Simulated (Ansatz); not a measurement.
# BH₃S (triplet): one geometry, many settings at distance B1–H4 along a hydrogen transfer = 1.366 Å

What do other methods and options give for BH₃S (triplet) at this geometry, and how long do they take?

The runs use Ansatz 0.2.0, Gaussian basis; the settings change from run to run.

12 further runs of the same task are left out: 7 for a known fault of the program, 5 that didn't finish.

**1. What is computed**

The geometry derives from fragments relaxed apart (PBE0/def2-TZVP) and kept rigid, so it is no stationary point. A hydrogen atom is moved between rigid fragments.

5 atoms, charge 0, spin multiplicity 3.

Atoms are counted from 1 here; the program's logs count them from 0.

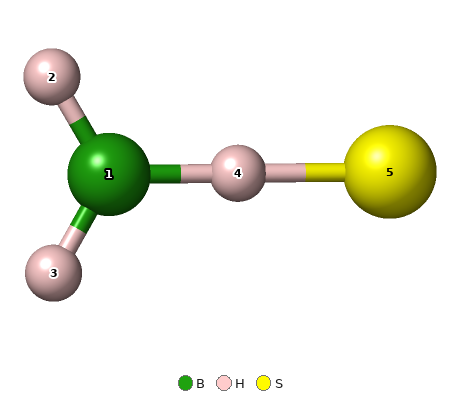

The structure; boron green, hydrogen pink, sulfur yellow; atoms are numbered from 1 in the order of the file.

**2. CCSD on UHF/STO-3G**

File in.yaml:

```yaml
crystal:
  periodic: [false, false, false]
  atoms:
    - {symbol: B, position_ang: [-2.082783, 0.000000, 0.000000]}
    - {symbol: H, position_ang: [-2.679516, 1.033571, 0.000000]}
    - {symbol: H, position_ang: [-2.679516, -1.033571, 0.000000]}
    - {symbol: H, position_ang: [-0.716783, 0.000000, 0.000000]}
    - {symbol: S, position_ang: [0.893217, 0.000000, 0.000000]}
basis:
  gaussian: {orbitals: STO-3G}
magnetization: {spin_polarized: true, initial_magnetization: 2}
correlation: {method: ccsd, electrons: outside_noble_gas}
```

Run with:

```console
ansatz run in.yaml --threads 1 --pin off --events-out ev --progress --plain --max-ram 2393MiB
```

The program printed (excerpt; [...] marks lines left out):

```text
Functional definition: HF
  name "HF"
  cite "Fock, Z. Phys. 61, 126 (1930) doi:10.1007/BF01340294"
  parent pbe
[...]
195 factors; integrals over basis functions are off by at most 3.3e-5 eV
[...]
mean field -11405.50159156 eV, -419.1444525632 hartree, gradient 1.4e-6 eV, S^2 2.018570; 16 other end points of the search recorded, 0 dependent functions left out
determinant -11405.50159156 eV, -419.1444525632 hartree, with singles and doubles -11407.12854625 eV, -419.2042420453 hartree
determinant -11405.47871134 eV, -419.1436117307 hartree, with singles and doubles -11407.10050176 eV, -419.2032114291 hartree
determinant -11404.54984401 eV, -419.1094764857 hartree, with singles and doubles -11406.12090281 eV, -419.1672118319 hartree
determinant -11402.46568041 eV, -419.0328848863 hartree, with singles and doubles -11404.55658110 eV, -419.1097240695 hartree
determinant -11402.46012908 eV, -419.0326808788 hartree, with singles and doubles -11404.54987777 eV, -419.1094777264 hartree
determinant -11405.50159156 eV, -419.1444525632 hartree, with singles and doubles -11407.12849205 eV, -419.2042400534 hartree
determinant -11405.47871134 eV, -419.1436117307 hartree, with singles and doubles -11407.10052288 eV, -419.2032122055 hartree
6 core orbitals not correlated: weight in the atoms' cores, before any rotation towards them, 1.000 or more for the frozen orbitals, at most 0.000 for the correlated occupied ones
reference -11405.50159156 eV, -419.1444525632 hartree; 7, 5 occupied and 4, 6 virtual orbitals, 195 factors
second order -1.08894104 eV of doubles, -0.00000000 eV of singles
cycle   1  -1.62690185 eV  change   -1.4e-6 eV  update   4.2e-6
Total energy: -11407.12849341 eV, -419.2042401034 hartree
```

It took 0.75 s on 1 thread of Intel Xeon Platinum 8488C, shared host.

From the report: ⟨S²⟩ of the determinant 2.019 (pure triplet: 2.00); correlation -1.6269 eV; T1 0.007; largest double amplitude 0.06.

**3. MP2 on ROHF/cc-pVDZ**

Changes to in.yaml since step 2:

```diff
@@ -9,4 +9,5 @@
 basis:
-  gaussian: {orbitals: STO-3G}
-magnetization: {spin_polarized: true, initial_magnetization: 2}
-correlation: {method: ccsd, electrons: outside_noble_gas}
+  gaussian: {orbitals: cc-pVDZ}
+magnetization: {spin_polarized: false, initial_magnetization: 2}
+correlation: {method: mp2, electrons: all}
+scf: {lower_state_search: off}
```

The command is unchanged.

The program printed (excerpt; [...] marks lines left out):

```text
Functional definition: HF
  name "HF"
  cite "Fock, Z. Phys. 61, 126 (1930) doi:10.1007/BF01340294"
  parent pbe
[...]
453 factors; integrals over basis functions are off by at most 1.6e-3 eV
[...]
mean field -11533.10393126 eV, -423.8337520551 hartree, gradient 3.2e-6 eV, S^2 2.000000; 0 other end points of the search recorded, 0 dependent functions left out
reference -11533.10393126 eV, -423.8337520551 hartree; 13, 11 occupied and 34, 36 virtual orbitals, 453 factors
second order -5.55580575 eV of doubles, -0.12952249 eV of singles
Total energy: -11538.78925949 eV, -424.0426840141 hartree
Checks for a lower state left out: stability, starts, cluster_reference, orbital_swaps, neighbouring_geometries, increment
```

Wall time 0.27 s (1 thread of Intel Xeon Platinum 8488C, shared host).

**4. CASSCF(4,3)/cc-pVDZ**

Changes to in.yaml since step 3:

```diff
@@ -11,3 +11,3 @@
 magnetization: {spin_polarized: false, initial_magnetization: 2}
-correlation: {method: mp2, electrons: all}
-scf: {lower_state_search: off}
+correlation: {active_space: {window: {electrons: 4, orbitals: 3}}}
+scf: {lower_state_search: light}
```

Same command.

The program printed:

```text
Functional definition: HF
  name "HF"
  cite "Fock, Z. Phys. 61, 126 (1930) doi:10.1007/BF01340294"
  parent pbe
  exchange = exact_x
  correlation = 0
453 factors; integrals over basis functions are off by at most 1.6e-3 eV
mean field evaluation 1: about -11532.0859 eV, gradient 1.1e1 eV
mean field evaluation 2: about -11532.1073 eV, gradient 1.1e1 eV
mean field evaluation 4: about -11533.0595 eV, gradient 1.5e0 eV
mean field evaluation 8: about -11533.0999 eV, gradient 3.4e-1 eV
mean field evaluation 16: about -11533.1039 eV, gradient 3.2e-6 eV
mean field evaluation 32: about -11533.0839 eV, gradient 5.7e-1 eV
mean field evaluation 64: about -11533.0652 eV, gradient 1.9e-6 eV
mean field -11533.10393126 eV, -423.8337520551 hartree, gradient 3.2e-6 eV, S^2 2.000000; 6 other end points of the search recorded, 0 dependent functions left out
reference -11533.10393126 eV, -423.8337520551 hartree; 13, 11 occupied and 34, 36 virtual orbitals, 453 factors
state -11533.10393126 eV, -423.8337520551 hartree
Total energy: -11533.10393126 eV, -423.8337520551 hartree
```

Run time: 1.2 s. Hardware: 1 thread of Intel Xeon Platinum 8488C, shared host.

From the report: 9 determinants; active occupations 2.00, 1.00, 1.00. With so small a space the active step adds no correlation: the energy is the mean field's.

**5. BCCD(T) on UHF/cc-pVDZ**

Changes to in.yaml since step 4:

```diff
@@ -10,4 +10,3 @@
   gaussian: {orbitals: cc-pVDZ}
-magnetization: {spin_polarized: false, initial_magnetization: 2}
-correlation: {active_space: {window: {electrons: 4, orbitals: 3}}}
-scf: {lower_state_search: light}
+magnetization: {spin_polarized: true, initial_magnetization: 2}
+correlation: {method: bccd_t, electrons: valence}
```

The command is unchanged.

The program printed (excerpt; [...] marks lines left out):

```text
Functional definition: HF
  name "HF"
  cite "Fock, Z. Phys. 61, 126 (1930) doi:10.1007/BF01340294"
  parent pbe
[...]
453 factors; integrals over basis functions are off by at most 1.6e-3 eV
[...]
mean field -11533.34112053 eV, -423.8424686001 hartree, gradient 6.2e-6 eV, S^2 2.026658; 9 other end points of the search recorded, 0 dependent functions left out
determinant -11533.34112053 eV, -423.8424686001 hartree, with singles and doubles -11539.66018625 eV, -424.0746899819 hartree
determinant -11533.30167632 eV, -423.8410190520 hartree, with singles and doubles -11539.61516999 eV, -424.0730356649 hartree
determinant -11531.76701521 eV, -423.7846212966 hartree, with singles and doubles -11538.10538052 eV, -424.0175519255 hartree
determinant -11530.62044240 eV, -423.7424855229 hartree, with singles and doubles -11537.30225474 eV, -423.9880375974 hartree
determinant -11530.61184909 eV, -423.7421697247 hartree, with singles and doubles -11537.29675040 eV, -423.9878353167 hartree
determinant -11533.34112053 eV, -423.8424686001 hartree, with singles and doubles -11539.66025155 eV, -424.0746923818 hartree
determinant -11533.30167632 eV, -423.8410190520 hartree, with singles and doubles -11539.61517272 eV, -424.0730357652 hartree
6 core orbitals not correlated: weight in the atoms' cores, before any rotation towards them, 1.000 or more for the frozen orbitals, at most 0.000 for the correlated occupied ones
reference -11533.34112053 eV, -423.8424686001 hartree; 7, 5 occupied and 34, 36 virtual orbitals, 453 factors
second order -5.18163882 eV of doubles, -0.00000000 eV of singles
cycle   1  -6.31403901 eV  change    5.1e-3 eV  update   3.1e-3
[...]
cycle   7  -6.31308647 eV  change    5.0e-6 eV  update   1.1e-5
perturbative correction -0.12952142 eV, -0.0047598244 hartree
Total energy: -11539.78372842 eV, -424.0792300731 hartree
```

It took 6 s on 1 thread of Intel Xeon Platinum 8488C, shared host.

From the report: ⟨S²⟩ of the determinant 2.027 (pure triplet: 2.00); correlation -6.4426 eV; largest double amplitude 0.04.

**6. NEVPT4(SD)(2,6)/STO-3G**

Changes to in.yaml since step 5:

```diff
@@ -9,4 +9,6 @@
 basis:
-  gaussian: {orbitals: cc-pVDZ}
-magnetization: {spin_polarized: true, initial_magnetization: 2}
-correlation: {method: bccd_t, electrons: valence}
+  gaussian: {orbitals: STO-3G}
+magnetization: {spin_polarized: false, initial_magnetization: 2}
+correlation: {method: fic_nevpt4_sd, electrons: valence, active_space: {window: {electrons: 2, orbitals: 6}}}
+accuracy: high
+scf: {lower_state_search: off}
```

Launched as before.

The program printed (excerpt; [...] marks lines left out):

```text
Functional definition: HF
  name "HF"
  cite "Fock, Z. Phys. 61, 126 (1930) doi:10.1007/BF01340294"
  parent pbe
[...]
268 factors; integrals over basis functions are off by at most 3.5e-8 eV
[...]
mean field -11405.37590926 eV, -419.1398338240 hartree, gradient 2.9e-8 eV, S^2 2.000000; 0 other end points of the search recorded, 0 dependent functions left out
reference -11405.37590926 eV, -419.1398338240 hartree; 13, 11 occupied and 4, 6 virtual orbitals, 268 factors
state -11405.37595088 eV, -419.1398353535 hartree
state -11405.37595088 eV, -419.1398353535 hartree; corrected -11406.97100442 eV, -419.1984524899 hartree
Total energy: -11406.97100442 eV, -419.1984524899 hartree
Checks for a lower state left out: stability, starts, cluster_reference, orbital_swaps, neighbouring_geometries, increment
```

Run time: 0.45 s. Hardware: 1 thread of Intel Xeon Platinum 8488C, shared host.

From the report: 12 determinants; active occupations 1.00, 1.00, 0.00, 0.00, 0.00, 0.00.

**7. CCSD(T)/cc-pVDZ**

Changes to in.yaml since step 6:

```diff
@@ -9,6 +9,6 @@
 basis:
-  gaussian: {orbitals: STO-3G}
-magnetization: {spin_polarized: false, initial_magnetization: 2}
-correlation: {method: fic_nevpt4_sd, electrons: valence, active_space: {window: {electrons: 2, orbitals: 6}}}
-accuracy: high
+  gaussian: {orbitals: cc-pVDZ}
+magnetization: {spin_polarized: true, initial_magnetization: 2}
+hamiltonian: {xc: {name: B3LYP}}
+correlation: {method: ccsd_t, electrons: all}
 scf: {lower_state_search: off}
```

Same command.

The program printed (excerpt; [...] marks lines left out):

```text
Functional definition: B3LYP
  name "B3LYP"
  cite "Stephens, Devlin, Chabalowski & Frisch, J. Phys. Chem. 98, 11623 (1994) doi:10.1021/j100096a001"
  cite "Becke, Phys. Rev. A 38, 3098 (1988) doi:10.1103/PhysRevA.38.3098"
  cite "Lee, Yang & Parr, Phys. Rev. B 37, 785 (1988) doi:10.1103/PhysRevB.37.785"
  cite "Vosko, Wilk & Nusair, Can. J. Phys. 58, 1200 (1980) doi:10.1139/p80-159"
[...]
453 factors; integrals over basis functions are off by at most 1.6e-3 eV
[...]
mean field -11557.15200236 eV, -424.7175023679 hartree, gradient 1.4e-6 eV, S^2 2.005674; 0 other end points of the search recorded, 0 dependent functions left out
reference -11533.00270380 eV, -423.8300320148 hartree; 13, 11 occupied and 34, 36 virtual orbitals, 453 factors
second order -5.67553488 eV of doubles, -0.24505721 eV of singles
cycle   1  -6.58872988 eV  change   -6.7e-1 eV  update   6.0e-2
[...]
cycle  10  -6.84323081 eV  change    7.0e-6 eV  update   1.5e-5
perturbative correction -0.14378576 eV, -0.0052840291 hartree
Total energy: -11539.98972037 eV, -424.0868001375 hartree
Checks for a lower state left out: stability, starts, cluster_reference, orbital_swaps, neighbouring_geometries, increment
```

Run time: 2.4 s. Hardware: 1 thread of Intel Xeon Platinum 8488C, shared host.

From the report: ⟨S²⟩ of the determinant 2.006 (pure triplet: 2.00); correlation -6.9870 eV; T1 0.012; largest double amplitude 0.04. The orbitals are Kohn-Sham ones, so correlation energy and T1 don't compare with those on Hartree-Fock orbitals.

**8. CCSD/cc-pVDZ**

Changes to in.yaml since step 7:

```diff
@@ -9,6 +9,5 @@
 basis:
-  gaussian: {orbitals: cc-pVDZ}
-magnetization: {spin_polarized: true, initial_magnetization: 2}
+  gaussian: {orbitals: cc-pVDZ, point_charges: [{charge: 1.00, position_ang: [4.368, -0.848, -0.097]}]}
+magnetization: {spin_polarized: false, initial_magnetization: 2}
 hamiltonian: {xc: {name: B3LYP}}
-correlation: {method: ccsd_t, electrons: all}
-scf: {lower_state_search: off}
+correlation: {method: ccsd, electrons: all}
```

Same command.

The program printed (excerpt; [...] marks lines left out):

```text
Functional definition: B3LYP
  name "B3LYP"
  cite "Stephens, Devlin, Chabalowski & Frisch, J. Phys. Chem. 98, 11623 (1994) doi:10.1021/j100096a001"
  cite "Becke, Phys. Rev. A 38, 3098 (1988) doi:10.1103/PhysRevA.38.3098"
  cite "Lee, Yang & Parr, Phys. Rev. B 37, 785 (1988) doi:10.1103/PhysRevB.37.785"
  cite "Vosko, Wilk & Nusair, Can. J. Phys. 58, 1200 (1980) doi:10.1139/p80-159"
[...]
453 factors; integrals over basis functions are off by at most 1.6e-3 eV
[...]
mean field -11557.44255431 eV, -424.7281799550 hartree, gradient 2.0e-6 eV, S^2 2.000000; 2 other end points of the search recorded, 0 dependent functions left out
[...]
reference -11533.19471952 eV, -423.8370884620 hartree; 13, 11 occupied and 34, 36 virtual orbitals, 453 factors
second order -5.70997427 eV of doubles, -0.33815743 eV of singles
cycle   1  -6.71992238 eV  change   -6.7e-1 eV  update   5.7e-2
[...]
cycle  16  -6.96233239 eV  change    6.3e-6 eV  update   2.4e-5
Total energy: -11540.15705191 eV, -424.0929494583 hartree
```

It took 7 s on 1 thread of Intel Xeon Platinum 8488C, shared host.

From the report: correlation -6.9623 eV; T1 0.015; largest double amplitude 0.04. The orbitals are Kohn-Sham ones, so correlation energy and T1 don't compare with those on Hartree-Fock orbitals.

**9. BCCD/cc-pVDZ**

Changes to in.yaml since step 8:

```diff
@@ -9,5 +9,7 @@
 basis:
-  gaussian: {orbitals: cc-pVDZ, point_charges: [{charge: 1.00, position_ang: [4.368, -0.848, -0.097]}]}
+  gaussian: {orbitals: cc-pVDZ}
 magnetization: {spin_polarized: false, initial_magnetization: 2}
-hamiltonian: {xc: {name: B3LYP}}
-correlation: {method: ccsd, electrons: all}
+hamiltonian: {xc: {name: PBE}}
+correlation: {method: bccd, electrons: valence, diis_vectors: 1}
+accuracy: high
+output: {forces: true}
```

The command is unchanged.

The program printed (excerpt; [...] marks lines left out):

```text
Functional definition: PBE
  name "PBE"
  cite "Perdew, Burke & Ernzerhof, Phys. Rev. Lett. 77, 3865 (1996) doi:10.1103/PhysRevLett.77.3865"
  parent pbe
[...]
987 factors; integrals over basis functions are off by at most 3.9e-9 eV
[...]
mean field -11550.20195539 eV, -424.4620928523 hartree, gradient 2.6e-8 eV, S^2 2.000000; 14 other end points of the search recorded, 0 dependent functions left out
[...]
6 core orbitals not correlated: weight in the atoms' cores, before any rotation towards them, 1.000 or more for the frozen orbitals, at most 0.000 for the correlated occupied ones
reference -11532.62345779 eV, -423.8160949810 hartree; 7, 5 occupied and 34, 36 virtual orbitals, 987 factors
second order -5.60598271 eV of doubles, -0.39986478 eV of singles
cycle   1  -6.68468363 eV  change   -6.8e-1 eV  update   6.7e-2
[...]
cycle  45  -6.93984776 eV  change  -2.9e-10 eV  update   1.4e-9
[...]
Total energy: -11539.56330556 eV, -424.0711296822 hartree
Atom 0 at    -2.082783     0.000000     0.000000 Å, force     0.649310     0.000000    -0.000000 eV/Å
Atom 1 at    -2.679516     1.033571     0.000000 Å, force     0.024808     0.392246     0.000000 eV/Å
Atom 2 at    -2.679516    -1.033571     0.000000 Å, force     0.024808    -0.392246    -0.000000 eV/Å
Atom 3 at    -0.716783     0.000000     0.000000 Å, force    -2.340825    -0.000000    -0.000000 eV/Å
Atom 4 at     0.893217     0.000000     0.000000 Å, force     1.641899     0.000000    -0.000000 eV/Å
Dipole moment:    -0.289963    -0.000000     0.000000 e Å
```

Run time: 36 s. Hardware: 1 thread of Intel Xeon Platinum 8488C, shared host; peak memory 0.35 GiB.

From the report: correlation -6.9398 eV; largest double amplitude 0.04.

**10. The runs in one table**

Where basis and cores are those of an earlier UCCSDT(Q)/cc-pVDZ run (-11539.8171 eV), and the state is the same kind, the miss against it is given.

```
                                                  level         correlated  functions  energy (eV)  from UCCSDT(Q) (meV)    time
                                     CCSD on UHF/STO-3G  outside noble gas         17  -11407.1285                        0.75 s
                                    MP2 on ROHF/cc-pVDZ                all         47  -11538.7893                        0.27 s
                                    CASSCF(4,3)/cc-pVDZ                            47  -11533.1039                6713.2   1.2 s
                                 BCCD(T) on UHF/cc-pVDZ            valence         47  -11539.7837                  33.4     6 s
                                 NEVPT4(SD)(2,6)/STO-3G            valence         17  -11406.9710                        0.45 s
                    CCSD(T)/cc-pVDZ (on B3LYP orbitals)                all         47  -11539.9897                         2.4 s
CCSD/cc-pVDZ (beside a point charge, on B3LYP orbitals)                all         47  -11540.1571                           7 s
                         BCCD/cc-pVDZ (on PBE orbitals)            valence         47  -11539.5633                 253.8    36 s
```

**11. Summary of results**

| quantity | value |
| --- | --- |
| runs | 8 |
| quickest | MP2 on ROHF/cc-pVDZ, 0.27 s |
| slowest | BCCD/cc-pVDZ (on PBE orbitals), 36 s |

Total energies in different bases, with other cores or another treatment of relativity can't be set against each other. BCCD/cc-pVDZ (on PBE orbitals) took 132 times as long as MP2 on ROHF/cc-pVDZ; the jobs differ in more than the method. Among the correlated runs with a miss given, it spans +33 to +254 meV. Hartree-Fock, CASSCF and CASCI lack dynamic correlation by design. Cores frozen from Kohn-Sham orbitals shift the total energy.
